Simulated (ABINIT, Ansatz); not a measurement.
# A GW chain in ABINIT: MgO2 (R-3m), part 2 of 3

How does a plane-wave GW calculation on MgO2 (R-3m) run from the first input to the gap?

ABINIT 10.8.3; LDA and many-body steps on it, plane waves. Known limits of the many-body steps: not at the basis limit; coarse k mesh.

So far. Step 2 (Ground state): The gap is direct, at (0.500, 0.500, 0.500).

## 3. Bands along the symmetry lines

Level of this step: DFT, LDA, plane waves, norm-conserving pseudopotentials (ABINIT).

Levels along a band path, at the cheap level, show where the edges lie and whether the meshes to come will hold them.

The input, run.abi:

```
acell 3*1.0 Angstrom
rprim 
  1.604761016024 0.926509204586 3.493978874900
  -1.604761016024 0.926509204586 3.493978874900
  0.000000000000 -1.853018409173 3.493978874900
ntypat 2
znucl 12 8
natom 3
typat 1 2 2
xred 
  0.000000000000 0.000000000000 0.000000000000
  0.428786000000 0.428786000000 0.428786000000
  0.571214000000 0.571214000000 0.571214000000
pp_dirpath "pseudos"
pseudos "Mg.upf, O.upf"
ecut 38
iscf -2
irdden 1
kptopt 0
nkpt 59
kpt 
  0.00000000 0.00000000 0.00000000
  0.06250000 0.06250000 0.06250000
  0.12500000 0.12500000 0.12500000
  0.18750000 0.18750000 0.18750000
  0.25000000 0.25000000 0.25000000
  0.31250000 0.31250000 0.31250000
  0.37500000 0.37500000 0.37500000
  0.43750000 0.43750000 0.43750000
  0.50000000 0.50000000 0.50000000
  0.53580694 0.46419306 0.50000000
  0.57161387 0.42838613 0.50000000
  0.60742081 0.39257919 0.50000000
  0.64322775 0.35677225 0.50000000
  0.67903468 0.32096532 0.50000000
  0.71484162 0.28515838 0.50000000
  0.75064855 0.24935145 0.50000000
  0.78645549 0.21354451 0.50000000
  0.50000000 -0.21354451 0.21354451
  0.50000000 -0.18685145 0.18685145
  0.50000000 -0.16015838 0.16015838
  0.50000000 -0.13346532 0.13346532
  0.50000000 -0.10677225 0.10677225
  0.50000000 -0.08007919 0.08007919
  0.50000000 -0.05338613 0.05338613
  0.50000000 -0.02669306 0.02669306
  0.50000000 0.00000000 0.00000000
  0.43750000 0.00000000 0.00000000
  0.37500000 0.00000000 0.00000000
  0.31250000 0.00000000 0.00000000
  0.25000000 0.00000000 0.00000000
  0.18750000 0.00000000 0.00000000
  0.12500000 0.00000000 0.00000000
  0.06250000 0.00000000 0.00000000
  0.00000000 0.00000000 0.00000000
  0.04459653 -0.04459653 0.00000000
  0.08919307 -0.08919307 0.00000000
  0.13378960 -0.13378960 0.00000000
  0.17838613 -0.17838613 0.00000000
  0.22298266 -0.22298266 0.00000000
  0.26757919 -0.26757919 0.00000000
  0.31217573 -0.31217573 0.00000000
  0.35677226 -0.35677226 -0.00000000
  0.64322774 0.00000000 0.35677226
  0.62532427 0.00000000 0.37467573
  0.60742081 0.00000000 0.39257919
  0.58951734 0.00000000 0.41048266
  0.57161387 0.00000000 0.42838613
  0.55371040 0.00000000 0.44628960
  0.53580693 0.00000000 0.46419307
  0.51790347 0.00000000 0.48209653
  0.50000000 0.00000000 0.50000000
  0.43750000 0.00000000 0.43750000
  0.37500000 0.00000000 0.37500000
  0.31250000 0.00000000 0.31250000
  0.25000000 0.00000000 0.25000000
  0.18750000 0.00000000 0.18750000
  0.12500000 0.00000000 0.12500000
  0.06250000 0.00000000 0.06250000
  0.00000000 0.00000000 0.00000000
istwfk *1
nband 18
nbdbuf 2
tolwfr 1e-08
nstep 40
prtwf 0
prtvol 0
indata_prefix "in"
outdata_prefix "out"
tmpdata_prefix "tmp"
```

Started as:

```bash
OMP_NUM_THREADS=1 mpirun -n 4 abinit run.abi > log
```

Numbers of over 12 decimals in the logs are rounded to 6 here.

The program printed:

```text
.Version 10.8.3 of ABINIT. v10.8.2 released Aug 2026.

 Symmetries : space group R-3 m (#166); Bravais hR (rhombohedral)
[... echo of the input left out ...]
== DATASET  1 ==================================================================
-   mpi_nproc: 4, omp_nthreads: 1 (-1 if OMP is not activated)

--- !DatasetInfo
iteration_state: {dtset: 1, }
dimensions: {natom: 3, nkpt: 59, mband: 18, nsppol: 1, nspinor: 1, nspden: 1, mpw: 2385, }
cutoff_energies: {ecut:  38.0, pawecutdg:  -1.0, }
electrons: {nelect:   2.20000000E+01, charge:   0.00000000E+00, occopt:   1.00000000E+00, tsmear:   1.00000000E-02, }

 Real(R)+Recip(G) space primitive vectors, cartesian coordinates (Bohr,Bohr^-1):
 R(1)=  3.0325588  1.7508486  6.6026632  G(1)=  0.1648773  0.0951919  0.0504847
 R(2)= -3.0325588  1.7508486  6.6026632  G(2)= -0.1648773  0.0951919  0.0504847
 R(3)=  0.0000000 -3.5016973  6.6026632  G(3)=  0.0000000 -0.1903839  0.0504847
 Unit cell volume ucvol=  2.1034308E+02 bohr^3
 Angles (23,13,12)=  4.78776427E+01  4.78776427E+01  4.78776427E+01 degrees

 getcut: wavevector=  0.0000  0.0000  0.0000  ngfft=  45  45  45
         ecut(hartree)=     38.000   => boxcut(ratio)=   2.12191

--- Pseudopotential description ------------------------------------------------
- Mg Generated using ONCVPSP code by D. R. Hamann
- 12.00000  10.00000  180309                  znucl, zion, pspdat
12 -1012 1 -1 1510                            pspcod,pspxc,lmax,lloc,mmax
     nproj     2     2     0
  pspatm : epsatm=    9.23542517
         --- l  ekb(1:nproj) -->
             0    2.239033   -0.828749
             1   -6.545315   -2.523783
 pspatm: atomic psp has been read  and splines computed

- O Generated using ONCVPSP code by D. R. Hamann
-  8.00000   6.00000  201201                  znucl, zion, pspdat
12 -1012 2 -1 926                             pspcod,pspxc,lmax,lloc,mmax
     nproj     2     2     1
  pspatm : epsatm=    6.27558587
         --- l  ekb(1:nproj) -->
             0    6.026028    0.816167
[...]
2   -1.033686
 pspatm: atomic psp has been read  and splines computed

--------------------------------------------------------------------------------

================================================================================
 prteigrs : about to open file out_EIG
 Non-SCF case, kpt    1 (  0.00000  0.00000  0.00000), residuals and eigenvalues=
  5.78E-09  9.94E-09  1.43E-09  1.95E-09  4.52E-09  5.70E-09  9.36E-10  7.38E-10
  5.72E-09  1.22E-09  6.94E-09  3.93E-09  5.38E-09  1.65E-09  2.71E-09  8.92E-09
  9.69E-09  1.71E-08
 -2.5560E+00 -1.3596E+00 -1.3585E+00 -1.3585E+00 -6.5640E-01 -4.0422E-01
 -1.6901E-01 -5.0411E-03 -5.0411E-03  8.7391E-02  8.7391E-02  2.7803E-01
  2.8643E-01  5.5165E-01  6.1875E-01  6.5385E-01  6.5385E-01  7.1279E-01
 Non-SCF case, kpt    2 (  0.06250  0.06250  0.06250), residuals and eigenvalues=
[...]
7.51E-09  6.56E-09
[...]
Non-SCF case, kpt    3 (  0.12500  0.12500  0.12500), residuals and eigenvalues=
[...]
Non-SCF case, kpt   58 (  0.06250  0.00000  0.06250), residuals and eigenvalues=
[...]
Non-SCF case, kpt   59 (  0.00000  0.00000  0.00000), residuals and eigenvalues=
[...]
-1.6901E-01 -5.0411E-03 -5.0411E-03  8.7391E-02  8.7391E-02  2.7803E-01
  2.8643E-01  5.5165E-01  6.1875E-01  6.5385E-01  6.5385E-01  7.1279E-01

--- !ResultsGS
iteration_state: {dtset: 1, }
comment   : Summary of ground state results
lattice_vectors:
- [  3.0325588,   1.7508486,   6.6026632, ]
- [ -3.0325588,   1.7508486,   6.6026632, ]
- [  0.0000000,  -3.5016973,   6.6026632, ]
lattice_lengths: [   7.47376,    7.47376,    7.47376, ]
lattice_angles: [ 47.878,  47.878,  47.878, ] # degrees, (23, 13, 12)
lattice_volume:   2.1034308E+02
convergence: {deltae:  0.000E+00, res2:  0.000E+00, residm:  9.977E-09, diffor:  0.000E+00, }
etotal    :  -9.23178579E+01
entropy   :   0.00000000E+00
fermie    :   1.16851079E-01
cartesian_stress_tensor: null
pressure_GPa: null
xred      :
- [  0.0000E+00,   0.0000E+00,   0.0000E+00, Mg]
- [  4.2879E-01,   4.2879E-01,   4.2879E-01,  O]
- [  5.7121E-01,   5.7121E-01,   5.7121E-01,  O]
cartesian_forces: null
force_length_stats: {min: null, max: null, mean: null, }

 Integrated electronic density in atomic spheres:
 ------------------------------------------------
 Atom  Sphere_radius  Integrated_density
[...]
================================================================================

 ----iterations are completed or convergence reached----

 Mean square residual over all n,k,spin=   43.450E-10; max=  99.767E-10
 reduced coordinates (array xred) for    3 atoms
[...]
0.428786000000      0.428786000000      0.428786000000
       0.571214000000      0.571214000000      0.571214000000

 cartesian coordinates (angstrom) at end:
    1      0.000000     0.000000     0.000000
    2     -0.000000    -4.3e-13     4.494508
    3     -0.000000    -5.7e-13     5.987429
 length scales=  1.889726125908  1.889726125908  1.889726125908 bohr
              =  1.000000000000  1.000000000000  1.000000000000 angstroms
 prteigrs : about to open file out_EIG
 Eigenvalues (hartree) for nkpt=  59  k points:
 kpt#   1, nband= 18, wtk=  1.00000, kpt=  0.0000  0.0000  0.0000 (reduced coord)
[...]
kpt#   2, nband= 18, wtk=  1.00000, kpt=  0.0625  0.0625  0.0625 (reduced coord)
[...]
kpt#   3, nband= 18, wtk=  1.00000, kpt=  0.1250  0.1250  0.1250 (reduced coord)
[...]
kpt#  58, nband= 18, wtk=  1.00000, kpt=  0.0625  0.0000  0.0625 (reduced coord)
[...]
0.65492    0.70506
 kpt#  59, nband= 18, wtk=  1.00000, kpt=  0.0000  0.0000  0.0000 (reduced coord)
  -2.55598   -1.35956   -1.35854   -1.35854   -0.65640   -0.40422   -0.16901   -0.00504
  -0.00504    0.08739    0.08739    0.27803    0.28643    0.55165    0.61875    0.65385
   0.65385    0.71279

== END DATASET(S) ==============================================================
================================================================================

 -outvars: echo values of variables after computation  --------
            nband          18
             nkpt          59
          spgroup         166
 [... the other variables as echoed above ...]

 Calculation completed.
```

The job ended after 18 s (4 MPI ranks of Intel Xeon Platinum 8223CL at 3.00GHz (Skylake/Cascade Lake), shared host; peak memory 0.34 GiB).

This step gave:

* gap: 2.137 eV
* k of the valence top: 0.5, 0.5, 0.5
* k of the conduction bottom: 0.5, 0.5, 0.5
* least direct gap: 2.137 eV

The gap is 2.137 eV, as in the run before at this level.

The electronic bands at the labelled points (eV, zero at the top of the highest filled band):

```
     point  band 8  band 9  band 10  band 11  band 12  band 13  band 14  band 15
         Γ   -3.32   -3.32    -0.80    -0.80     4.39     4.61    11.83    13.66
         T   -3.83   -3.83     0.00     0.00     2.14     4.73     9.13    13.89
        H2   -5.09   -4.70    -2.09    -0.69     3.65     9.55     9.82    12.25
jump to H0   -5.09   -4.70    -2.09    -0.69     3.65     9.55     9.82    12.25
         L   -6.08   -3.65    -1.27    -1.13     3.97     8.38     9.92    12.30
         Γ   -3.32   -3.32    -0.80    -0.80     4.39     4.61    11.83    13.66
        S0   -5.09   -4.98    -1.84    -0.89     3.73     9.30    10.44    12.19
jump to S2   -5.09   -4.98    -1.84    -0.89     3.73     9.30    10.44    12.19
         F   -5.40   -4.33    -2.19    -0.12     3.33     7.56    10.72    12.09
         Γ   -3.32   -3.32    -0.80    -0.80     4.39     4.61    11.83    13.66
```

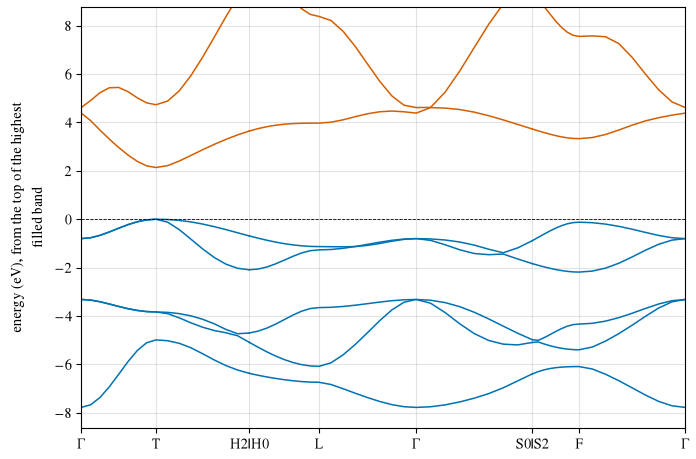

Electronic bands along the path; lines of filled and empty bands in two colours.

## 4. Empty states on the mesh, 4×4×4 mesh, 43 bands

The sums over transitions need many empty states on a uniform mesh; this step solves for them.

The input, run.abi:

```
acell 3*1.0 Angstrom
rprim 
  1.604761016024 0.926509204586 3.493978874900
  -1.604761016024 0.926509204586 3.493978874900
  0.000000000000 -1.853018409173 3.493978874900
ntypat 2
znucl 12 8
natom 3
typat 1 2 2
xred 
  0.000000000000 0.000000000000 0.000000000000
  0.428786000000 0.428786000000 0.428786000000
  0.571214000000 0.571214000000 0.571214000000
pp_dirpath "pseudos"
pseudos "Mg.upf, O.upf"
ecut 38
ngkpt 4 4 4
nshiftk 1
shiftk 0 0 0
kptopt 1
chksymbreak 0
iscf -2
irdden 1
istwfk *1
nband 43
nbdbuf 4
tolwfr 1e-09
nstep 60
prtvol 0
indata_prefix "in"
outdata_prefix "out"
tmpdata_prefix "tmp"
```

The program printed:

```text
.Version 10.8.3 of ABINIT. v10.8.2 released Aug 2026.

 Symmetries : space group R-3 m (#166); Bravais hR (rhombohedral)
[... echo of the input left out ...]
== DATASET  1 ==================================================================
-   mpi_nproc: 4, omp_nthreads: 1 (-1 if OMP is not activated)

--- !DatasetInfo
iteration_state: {dtset: 1, }
dimensions: {natom: 3, nkpt: 13, mband: 43, nsppol: 1, nspinor: 1, nspden: 1, mpw: 2370, }
cutoff_energies: {ecut:  38.0, pawecutdg:  -1.0, }
electrons: {nelect:   2.20000000E+01, charge:   0.00000000E+00, occopt:   1.00000000E+00, tsmear:   1.00000000E-02, }

 Real(R)+Recip(G) space primitive vectors, cartesian coordinates (Bohr,Bohr^-1):
 R(1)=  3.0325588  1.7508486  6.6026632  G(1)=  0.1648773  0.0951919  0.0504847
 R(2)= -3.0325588  1.7508486  6.6026632  G(2)= -0.1648773  0.0951919  0.0504847
 R(3)=  0.0000000 -3.5016973  6.6026632  G(3)=  0.0000000 -0.1903839  0.0504847
 Unit cell volume ucvol=  2.1034308E+02 bohr^3
 Angles (23,13,12)=  4.78776427E+01  4.78776427E+01  4.78776427E+01 degrees

 getcut: wavevector=  0.0000  0.0000  0.0000  ngfft=  45  45  45
         ecut(hartree)=     38.000   => boxcut(ratio)=   2.12191

--- Pseudopotential description ------------------------------------------------
- Mg Generated using ONCVPSP code by D. R. Hamann
- 12.00000  10.00000  180309                  znucl, zion, pspdat
12 -1012 1 -1 1510                            pspcod,pspxc,lmax,lloc,mmax
     nproj     2     2     0
  pspatm : epsatm=    9.23542517
         --- l  ekb(1:nproj) -->
             0    2.239033   -0.828749
             1   -6.545315   -2.523783
 pspatm: atomic psp has been read  and splines computed

- O Generated using ONCVPSP code by D. R. Hamann
-  8.00000   6.00000  201201                  znucl, zion, pspdat
12 -1012 2 -1 926                             pspcod,pspxc,lmax,lloc,mmax
     nproj     2     2     1
  pspatm : epsatm=    6.27558587
         --- l  ekb(1:nproj) -->
             0    6.026028    0.816167
[...]
2   -1.033686
 pspatm: atomic psp has been read  and splines computed

--------------------------------------------------------------------------------

================================================================================
 prteigrs : about to open file out_EIG
 Non-SCF case, kpt    1 (  0.00000  0.00000  0.00000), residuals and eigenvalues=
  1.40E-10  3.68E-10  7.46E-11  8.45E-10  2.26E-10  3.00E-10  5.78E-10  1.61E-10
  2.65E-10  1.97E-10  5.03E-10  1.27E-10  6.10E-10  3.96E-10  1.83E-10  6.28E-11
  1.04E-10  1.11E-10  5.57E-10  1.77E-10  1.11E-10  1.51E-10  7.02E-10  8.02E-11
[...]
-2.5560E+00 -1.3596E+00 -1.3585E+00 -1.3585E+00 -6.5640E-01 -4.0422E-01
 -1.6901E-01 -5.0411E-03 -5.0411E-03  8.7391E-02  8.7391E-02  2.7803E-01
  2.8643E-01  5.5165E-01  6.1875E-01  6.5385E-01  6.5385E-01  7.1279E-01
  7.1279E-01  7.8582E-01  9.2029E-01  9.2029E-01  9.8529E-01  1.1670E+00
  1.1670E+00  1.3280E+00  1.3280E+00  1.3402E+00  1.3973E+00  1.3973E+00
  1.5430E+00  1.6301E+00  1.7307E+00  1.7307E+00  1.7752E+00  1.7752E+00
  1.8103E+00  1.8647E+00  1.8647E+00  1.9122E+00  1.9613E+00  1.9659E+00
  2.2190E+00
 prteigrs : prtvol=0 or 1, do not print more k-points.

--- !ResultsGS
iteration_state: {dtset: 1, }
comment   : Summary of ground state results
lattice_vectors:
- [  3.0325588,   1.7508486,   6.6026632, ]
- [ -3.0325588,   1.7508486,   6.6026632, ]
- [  0.0000000,  -3.5016973,   6.6026632, ]
lattice_lengths: [   7.47376,    7.47376,    7.47376, ]
lattice_angles: [ 47.878,  47.878,  47.878, ] # degrees, (23, 13, 12)
lattice_volume:   2.1034308E+02
convergence: {deltae:  0.000E+00, res2:  0.000E+00, residm:  9.874E-10, diffor:  0.000E+00, }
etotal    :  -9.23178579E+01
entropy   :   0.00000000E+00
fermie    :   1.16851079E-01
cartesian_stress_tensor: null
pressure_GPa: null
xred      :
- [  0.0000E+00,   0.0000E+00,   0.0000E+00, Mg]
- [  4.2879E-01,   4.2879E-01,   4.2879E-01,  O]
- [  5.7121E-01,   5.7121E-01,   5.7121E-01,  O]
cartesian_forces: null
force_length_stats: {min: null, max: null, mean: null, }

 Integrated electronic density in atomic spheres:
 ------------------------------------------------
 Atom  Sphere_radius  Integrated_density
[...]
================================================================================

 ----iterations are completed or convergence reached----

 Mean square residual over all n,k,spin=   40.209E-11; max=  98.737E-11
 reduced coordinates (array xred) for    3 atoms
[...]
0.571214000000      0.571214000000      0.571214000000

 cartesian coordinates (angstrom) at end:
    1      0.000000     0.000000     0.000000
    2     -0.000000    -4.3e-13     4.494508
    3     -0.000000    -5.7e-13     5.987429
 length scales=  1.889726125908  1.889726125908  1.889726125908 bohr
              =  1.000000000000  1.000000000000  1.000000000000 angstroms
 prteigrs : about to open file out_EIG
 Eigenvalues (hartree) for nkpt=  13  k points:
 kpt#   1, nband= 43, wtk=  0.01563, kpt=  0.0000  0.0000  0.0000 (reduced coord)
[...]
1.16703    1.32797    1.32797    1.34022    1.39726    1.39726    1.54300    1.63012
   1.73066    1.73066    1.77524    1.77524    1.81027    1.86467    1.86467    1.91219
   1.96125    1.96587    2.21902
 prteigrs : prtvol=0 or 1, do not print more k-points.

== END DATASET(S) ==============================================================
================================================================================

 -outvars: echo values of variables after computation  --------
            nband          43
             nkpt          13
          spgroup         166
 [... the other variables as echoed above ...]

 Calculation completed.
```

Elapsed: 13 s, on 4 MPI ranks; peak memory 0.32 GiB; 51 s of CPU time.

This step gave:

```yaml
gap: 2.137 eV
k_of_the_valence_top: 0.5, 0.5, 0.5
k_of_the_conduction_bottom: 0.5, 0.5, 0.5
least_direct_gap: 2.137 eV
k_points_computed: 13
lowest_point_of_the_top_converged_band_above_the_valence_top: 46.09 eV
```

On this mesh the gap is 2.137 eV.

## 5. Screening, 4×4×4 mesh, 39 bands, screening to 119.7 eV

The RPA dielectric matrix is built and inverted for each q.

This step: RPA screening on LDA, plane waves, norm-conserving pseudopotentials.

Edit run.abi of step 4 so:

```diff
@@ -21,10 +21,11 @@
 chksymbreak 0
-iscf -2
-irdden 1
 istwfk *1
-nband 43
-nbdbuf 4
-tolwfr 1e-09
-nstep 60
-prtvol 0
+occopt 1
+irdwfk 1
+optdriver 3
+nband 39
+ecuteps 4.4
+inclvkb 2
+awtr 1
+symchi 1
 indata_prefix "in"
```

The program printed:

```text
.Version 10.8.3 of ABINIT. v10.8.2 released Aug 2026.

 Symmetries : space group R-3 m (#166); Bravais hR (rhombohedral)
[... echo of the input left out ...]
== DATASET  1 ==================================================================
-   mpi_nproc: 4, omp_nthreads: 1 (-1 if OMP is not activated)

--- !DatasetInfo
iteration_state: {dtset: 1, }
dimensions: {natom: 3, nkpt: 13, mband: 39, nsppol: 1, nspinor: 1, nspden: 1, mpw: 2370, }
cutoff_energies: {ecut:  38.0, pawecutdg:  -1.0, }
electrons: {nelect:   2.20000000E+01, charge:   0.00000000E+00, occopt:   1.00000000E+00, tsmear:   1.00000000E-02, }

 SCREENING: Calculation of the susceptibility and dielectric matrices

 Based on a program developped by R.W. Godby, V. Olevano, G. Onida, and L. Reining.
 Incorporated in ABINIT by V. Olevano, G.-M. Rignanese, and M. Torrent.
.Using double precision arithmetic ; gwpc =  8

[... cell and pseudopotentials left out ...]
--------------------------------------------------------------------------------

 ==== K-mesh for the wavefunctions ====
 Number of points in the irreducible wedge :    13
[... list of points left out ...]
 Together with 12 symmetry operations and time-reversal symmetry
 yields    64 points in the full Brillouin Zone.

 ==== Q-mesh for the screening function ====
 Number of points in the irreducible wedge :    13
[... list of points left out ...]
 Together with 12 symmetry operations and time-reversal symmetry
 yields    64 points in the full Brillouin Zone.

 setmesh: FFT mesh size selected  =    27x   27x   27
          total number of points  =        19683

 vcoul_init : cutoff-mode = AUXILIARY_FUNCTION
 q-points for optical limit:   1
     1)      0.000010    0.000020    0.000030

- screening: taking advantage of time-reversal symmetry
- Maximum band index for partially occupied states nbvw = 11
- Remaining bands to be divided among processors   nbcw = 28
- Number of bands treated by each node ~7

 Number of electrons calculated from density =   22.0000; Expected =   22.0000
 average of density, n =  0.104591
 r_s =    1.3167
 omega_plasma =   31.1963 [eV]

 calculating chi0 at frequencies [eV] :
  1    0.000000E+00    0.000000E+00
  2    0.000000E+00    3.119628E+01

--------------------------------------------------------------------------------
  q-point number  1        q = ( 0.000000, 0.000000, 0.000000) [r.l.u.]
--------------------------------------------------------------------------------
[... chi0 elements left out ...]
 For q-point:  0.000010 0.000020 0.000030
  dielectric constant =   3.5317
  dielectric constant without local fields =   3.8634

  Average fulfillment of the sum rule on Im[epsilon] for q-point    1 :     31.75  [%]
[... wings left out ...]
  q-point number  2        q = ( 0.250000, 0.000000, 0.000000) [r.l.u.]
--------------------------------------------------------------------------------
[... chi0 elements left out ...]
  Average fulfillment of the sum rule on Im[epsilon] for q-point    2 :     47.21  [%]

 [... 11 further q-points ...]
```

It took 25 s on 4 MPI ranks; peak memory 0.63 GiB.

This step gave:

```
ε∞ with local fields, on this mesh, along the program's q direction : 3.532
the same without local fields                                       : 3.863
plasma frequency                                                    : 31.20 eV
plane waves in the screening matrix                                 : 97
```

Local fields lower ε∞ by 9 %. On a Γ-centred mesh this coarse the value itself is usually too large, while a short band sum pulls it down.

(Continued in part 3 of 3.)

[Paths, hosts, dates, memory and timing lines, banners, echoed tables and standing remarks are left out of the program output.]

[Logs are printed without paths, hosts, clocks, repeated set-up lines and the standing remarks that a program may print on its own settings, such as how far it seeks lower states.]

[Runs of the session that timed out or met a known fault of the program may be left out.]

[Hosts, paths, dates, database ids (printed as entryN), source tags and the programs' standing remarks are cut or masked in the printed files.]

[G0W0 gaps are taken among the corrected bands and points alone; a level outside them can change the order at an edge.]

[Where Ansatz stands beside ABINIT at settings called matched, ABINIT's density can come from a denser mesh and the files from another edition; pairs whose starting gaps differed by over 0.03 eV were left out, so agreement reads better than it is.]
